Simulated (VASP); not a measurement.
Band structure of TePb (relaxed from the WC structure, space group P-6m2). Calculation: r2SCAN meta-GGA, VASP's PBE PAW potentials (set 64) (plane waves; VASP 6.6.1).

Unless said otherwise, spin-orbit coupling is left out, though it shifts the bands of the heavy elements here.

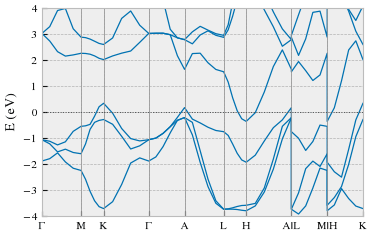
Figure: Bands along high-symmetry lines, zero at the valence-band maximum or, without a gap, the Fermi level

### Question
Read the plot: is there a gap, and where are the band edges?

### Answer
It has no gap at this level: it comes out as a metal or semimetal.

The structure was generated: TePb was put into the WC type (P-6m2), which need not be its known phase. It was relaxed first, which changed the volume by +14 %.
